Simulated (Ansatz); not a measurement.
# BH4 (doublet): one geometry, many settings at distance B1–H4 along a hydrogen transfer = 1.481 Å

Aim: run BH4 (doublet) at one geometry under a spread of methods and options, and see what each costs and gives.

Computed with Ansatz 0.2.0, Gaussian basis. Level: the settings change from run to run.

8 further runs of the same task are left out: 6 that didn't finish, 2 set aside as unsound or not needed.

## Step 1: What is computed

The geometry derives from fragments relaxed apart (PBE0/def2-TZVP) and kept rigid, so it is no stationary point. A hydrogen atom is moved between rigid fragments.

5 atoms, charge 0, spin multiplicity 2.

Atoms are counted from 1 here; the program's logs count them from 0.

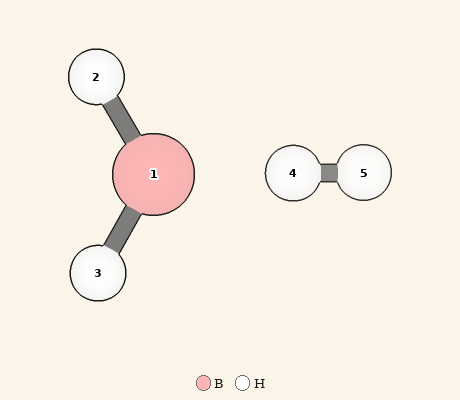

The geometry (boron pink, hydrogen white); atoms are numbered from 1 in the order of the file.

Coordinates:

```
B    -0.1707    0.0000    0.0000
H    -0.7674    1.0336    0.0000
H    -0.7674   -1.0336    0.0000
H     1.3103    0.0000    0.0000
H     2.0553    0.0000    0.0000
```

## Step 2: NEVPT2(1,10)/6-31G

in.yaml

```yaml
crystal:
  periodic: [false, false, false]
  atoms:
    - {symbol: B, position_ang: [-0.170689, 0.000000, 0.000000]}
    - {symbol: H, position_ang: [-0.767422, 1.033571, 0.000000]}
    - {symbol: H, position_ang: [-0.767422, -1.033571, 0.000000]}
    - {symbol: H, position_ang: [1.310311, 0.000000, 0.000000]}
    - {symbol: H, position_ang: [2.055311, 0.000000, 0.000000]}
basis:
  gaussian: {orbitals: 6-31G}
magnetization: {spin_polarized: false, initial_magnetization: 1}
hamiltonian: {pseudopotentials: {relativity: none}}
correlation: {method: sc_nevpt2, electrons: valence, active_space: {window: {electrons: 1, orbitals: 10}, states: [{multiplicity: 2, weights: [1, 0.5, 1]}], root: 0}}
```

Command:

```bash
ansatz run in.yaml --threads 1 --pin off --events-out ev --progress --plain --max-ram 2393MiB
```

What it wrote:

```text
Functional definition: HF
  name "HF"
  cite "Fock, Z. Phys. 61, 126 (1930) doi:10.1007/BF01340294"
  parent pbe
  exchange = exact_x
  correlation = 0
383 factors; integrals over basis functions are off by at most 1.2e-7 eV
mean field evaluation 1: about -729.2514 eV, gradient 9.0e0 eV
mean field evaluation 2: about -729.2470 eV, gradient 9.0e0 eV
mean field evaluation 4: about -729.8436 eV, gradient 5.6e-1 eV
mean field evaluation 8: about -729.8469 eV, gradient 8.8e-3 eV
mean field evaluation 16: about -729.2248 eV, gradient 1.7e-2 eV
mean field evaluation 32: about -729.2236 eV, gradient 4.3e-1 eV
mean field -729.84685989 eV, -26.8213773931 hartree, gradient 1.6e-6 eV, S^2 0.750000; 6 other end points of the search recorded, 0 dependent functions left out
reference -729.84685989 eV, -26.8213773931 hartree; 5, 4 occupied and 12, 13 virtual orbitals, 383 factors
state -729.74338611 eV, -26.8175748016 hartree
state -729.11518161 eV, -26.7944887121 hartree
state -721.39505111 eV, -26.5107791491 hartree
state -729.74338611 eV, -26.8175748016 hartree; corrected -731.45372176 eV, -26.8804284775 hartree
state -729.11518161 eV, -26.7944887121 hartree; corrected -730.87310734 eV, -26.8590912913 hartree
state -721.39505111 eV, -26.5107791491 hartree; corrected -723.02844568 eV, -26.5708052924 hartree
WARN: 7 active orbitals are nearly empty or full. The corrections depend on them more than the energy does, and are more stable in an active space without them
Total energy: -731.45372176 eV, -26.8804284775 hartree
```

Run time: 1.1 s. Hardware: 1 thread of Intel Xeon Platinum 8259CL at 2.50GHz, shared host.

From the report: 6 determinants; active occupations (of the averaged states) 0.40, 0.40, 0.20, 0.00, 0.00, 0.00, 0.00, 0.00, 0.00, 0.00. The report marks this result as in doubt.

## Step 3: NEVPT2(3,10)/6-31G

in.yaml

```yaml
crystal:
  periodic: [false, false, false]
  atoms:
    - {symbol: B, position_ang: [-0.170689, 0.000000, 0.000000]}
    - {symbol: H, position_ang: [-0.767422, 1.033571, 0.000000]}
    - {symbol: H, position_ang: [-0.767422, -1.033571, 0.000000]}
    - {symbol: H, position_ang: [1.310311, 0.000000, 0.000000]}
    - {symbol: H, position_ang: [2.055311, 0.000000, 0.000000]}
basis:
  gaussian: {orbitals: 6-31G, point_charges: [{charge: -0.50, position_ang: [5.052, 0.670, -0.176]}]}
magnetization: {spin_polarized: false, initial_magnetization: 1}
correlation: {method: sc_nevpt2, electrons: valence, active_space: {window: {electrons: 3, orbitals: 10}, states: [{multiplicity: 2, weights: [1, 0.5]}], root: 1}}
output: {forces: true}
```

Same command.

What it wrote (excerpt; [...] marks lines left out):

```text
Functional definition: HF
  name "HF"
  cite "Fock, Z. Phys. 61, 126 (1930) doi:10.1007/BF01340294"
  parent pbe
[...]
383 factors; integrals over basis functions are off by at most 1.2e-7 eV
[...]
mean field -729.79969429 eV, -26.8196440891 hartree, gradient 1.8e-6 eV, S^2 0.750000; 4 other end points of the search recorded, 0 dependent functions left out
reference -729.79969429 eV, -26.8196440891 hartree; 5, 4 occupied and 12, 13 virtual orbitals, 383 factors
state -730.44931991 eV, -26.8435173904 hartree
state -730.22025746 eV, -26.8350995005 hartree
state -730.44931991 eV, -26.8435173904 hartree; corrected -731.71531165 eV, -26.8900417287 hartree
state -730.22025746 eV, -26.8350995005 hartree; corrected -731.46826654 eV, -26.8809629883 hartree
[...]
Total energy: -731.46826654 eV, -26.8809629883 hartree
Atom 0 at    -0.170689     0.000000     0.000000 Å, force    -2.678061    -0.287396    -0.034988 eV/Å
Atom 1 at    -0.767422     1.033571     0.000000 Å, force     1.196130     0.887675     0.014724 eV/Å
Atom 2 at    -0.767422    -1.033571     0.000000 Å, force     1.414902    -0.587817     0.014986 eV/Å
Atom 3 at     1.310311     0.000000     0.000000 Å, force     0.300789    -0.004031     0.001508 eV/Å
Atom 4 at     2.055311     0.000000     0.000000 Å, force    -0.093041     0.030521    -0.006865 eV/Å
Dipole moment:     0.592820     0.013510     0.001384 e Å
```

Run time: 3.2 s. Hardware: 1 thread of Intel Xeon Platinum 8259CL at 2.50GHz, shared host.

From the report: 450 determinants; active occupations (of the averaged states) 1.97, 0.67, 0.34, 0.02, 0.00, 0.00, 0.00, 0.00, 0.00, 0.00.

## Step 4: MP2 on UHF/def2-mTZVP

in.yaml

```yaml
crystal:
  periodic: [false, false, false]
  atoms:
    - {symbol: B, position_ang: [-0.170689, 0.000000, 0.000000]}
    - {symbol: H, position_ang: [-0.767422, 1.033571, 0.000000]}
    - {symbol: H, position_ang: [-0.767422, -1.033571, 0.000000]}
    - {symbol: H, position_ang: [1.310311, 0.000000, 0.000000]}
    - {symbol: H, position_ang: [2.055311, 0.000000, 0.000000]}
basis:
  gaussian: {orbitals: def2-mTZVP}
magnetization: {spin_polarized: true, initial_magnetization: 1}
hamiltonian: {pseudopotentials: {relativity: scalar}}
correlation: {method: mp2, electrons: all}
accuracy: high
output: {forces: true}
```

The command is unchanged.

What it wrote (excerpt; [...] marks lines left out):

```text
Functional definition: HF
  name "HF"
  cite "Fock, Z. Phys. 61, 126 (1930) doi:10.1007/BF01340294"
  parent pbe
[...]
624 factors; integrals over basis functions are off by at most 4.9e-9 eV
[...]
mean field -730.67943970 eV, -26.8519741368 hartree, gradient 1.2e-8 eV, S^2 0.768362; 6 other end points of the search recorded, 0 dependent functions left out
reference -730.67943970 eV, -26.8519741368 hartree; 5, 4 occupied and 26, 27 virtual orbitals, 624 factors
second order -2.54391937 eV of doubles, -0.00000000 eV of singles
[...]
Total energy: -733.22335908 eV, -26.9454614494 hartree
Relativity: scalar
Atom 0 at    -0.170689     0.000000     0.000000 Å, force    -2.017542     0.000000     0.000000 eV/Å
Atom 1 at    -0.767422     1.033571     0.000000 Å, force     0.270808    -0.095615    -0.000000 eV/Å
Atom 2 at    -0.767422    -1.033571     0.000000 Å, force     0.270808     0.095615    -0.000000 eV/Å
Atom 3 at     1.310311     0.000000     0.000000 Å, force    -1.916665     0.000000     0.000000 eV/Å
Atom 4 at     2.055311     0.000000     0.000000 Å, force     3.392590    -0.000000    -0.000000 eV/Å
Dipole moment:    -0.111836     0.000000    -0.000000 e Å
```

Wall time 1.3 s (1 thread of Intel Xeon Platinum 8259CL at 2.50GHz, shared host).

From the report: ⟨S²⟩ of the determinant 0.768 (pure doublet: 0.75).

## Step 5: CCSD/def2-TZVP

in.yaml: that of step 4 with these lines changed.

```diff
@@ -9,7 +9,6 @@
 basis:
-  gaussian: {orbitals: def2-mTZVP}
-magnetization: {spin_polarized: true, initial_magnetization: 1}
-hamiltonian: {pseudopotentials: {relativity: scalar}}
-correlation: {method: mp2, electrons: all}
-accuracy: high
+  gaussian: {orbitals: def2-TZVP}
+magnetization: {spin_polarized: false, initial_magnetization: 1}
+hamiltonian: {xc: {name: PBE}}
+correlation: {method: ccsd, electrons: all}
 output: {forces: true}
```

Launched as before.

What it wrote (excerpt; [...] marks lines left out):

```text
Functional definition: PBE
  name "PBE"
  cite "Perdew, Burke & Ernzerhof, Phys. Rev. Lett. 77, 3865 (1996) doi:10.1103/PhysRevLett.77.3865"
  parent pbe
[...]
392 factors; integrals over basis functions are off by at most 9.1e-4 eV
[...]
mean field -735.47766068 eV, -27.0283055054 hartree, gradient 7.3e-7 eV, S^2 0.750000; 6 other end points of the search recorded, 0 dependent functions left out
[...]
reference -730.31127100 eV, -26.8384441864 hartree; 5, 4 occupied and 50, 51 virtual orbitals, 392 factors
second order -3.77167506 eV of doubles, -0.27260693 eV of singles
cycle   1  -4.54886735 eV  change   -5.0e-1 eV  update   4.6e-2
[...]
cycle  15  -4.72448634 eV  change   -1.7e-9 eV  update   1.4e-8
[...]
the multipliers restart with 30 DIIS vectors
Total energy: -735.03575734 eV, -27.0120658572 hartree
Atom 0 at    -0.170689     0.000000     0.000000 Å, force    -1.906575     0.000000    -0.000000 eV/Å
Atom 1 at    -0.767422     1.033571     0.000000 Å, force     0.187536     0.063702     0.000000 eV/Å
Atom 2 at    -0.767422    -1.033571     0.000000 Å, force     0.187536    -0.063702     0.000000 eV/Å
Atom 3 at     1.310311     0.000000     0.000000 Å, force    -1.897560     0.000000    -0.000000 eV/Å
Atom 4 at     2.055311     0.000000     0.000000 Å, force     3.429062     0.000000     0.000000 eV/Å
Dipole moment:    -0.107353     0.000000     0.000000 e Å
```

Run time: 43 s. Hardware: 1 thread of Intel Xeon Platinum 8259CL at 2.50GHz, shared host; peak memory 0.28 GiB.

From the report: correlation -4.7245 eV; T1 0.020; largest double amplitude 0.03. The orbitals are Kohn-Sham ones, so correlation energy and T1 don't compare with those on Hartree-Fock orbitals.

## Step 6: The runs in one table

 † marks a result that the program doubts.

| level | correlated | functions | energy (eV) | time |
| --- | --- | --- | --- | --- |
| NEVPT2(1,10)/6-31G (lowest root of an average) † | valence | 17 | -731.4537 | 1.1 s |
| NEVPT2(3,10)/6-31G (excited root 1 of an average, beside a point charge) | valence | 17 | -731.4683 | 3.2 s |
| MP2 on UHF/def2-mTZVP (relativity set) | all | 31 | -733.2234 | 1.3 s |
| CCSD/def2-TZVP (on PBE orbitals) | all | 55 | -735.0358 | 43 s |

## Step 7: What came out

```
quantity                                                    value
    runs                                                        4
quickest  NEVPT2(1,10)/6-31G (lowest root of an average) †, 1.1 s
 slowest                   CCSD/def2-TZVP (on PBE orbitals), 43 s
```

What this shows: Total energies in different bases, with other cores or another treatment of relativity can't be set against each other. CCSD/def2-TZVP (on PBE orbitals) took 40 times as long as NEVPT2(1,10)/6-31G (lowest root of an average) †; the jobs differ in more than the method.
